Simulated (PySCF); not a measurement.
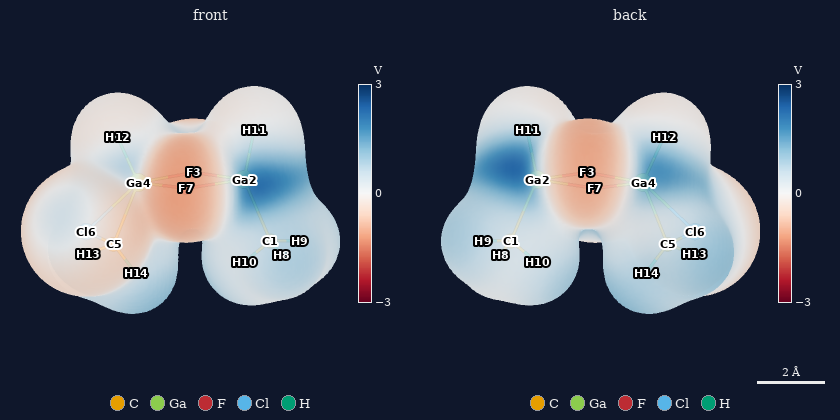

The picture shows: C₂H₇ClF₂Ga₂. The electrostatic potential painted on the density surface at 0.002 e/bohr³, seen from the front and from behind; red is negative and blue positive.

Geometry: GFN2-xTB.

Method: CAM-B3LYP/def2-SVPD, SCF density, gas phase in PySCF 2.14.0.

```xyz
14

C    -2.4196   -0.8016    0.1354
Ga   -1.6354    1.0292    0.4175
F    -0.1687    0.8579    1.7947
Ga    1.5261    0.8674    0.6975
C     2.2578   -0.9738    0.4230
Cl    3.1135   -0.1757   -0.9683
F     0.1148    1.0730   -0.6610
H    -2.7196   -0.9428   -0.9043
H    -3.2835   -0.9862    0.7753
H    -1.6406   -1.5297    0.3775
H    -1.9277    2.5368    0.5048
H     2.1475    2.2294    0.9111
H     3.0223   -1.4420    1.0388
H     1.6124   -1.7426   -0.0042
```

Q: Which sites attract a positive test charge, and which a negative one?

A: A positive charge is drawn to the negative regions and a negative charge to the positive ones. The most negative region (about −1.2 V) lies over F7, the most positive (about +2.2 V) over Ga2.

Q: How polar is the molecule by this calculation?

A: Its dipole moment is 2.20 D.
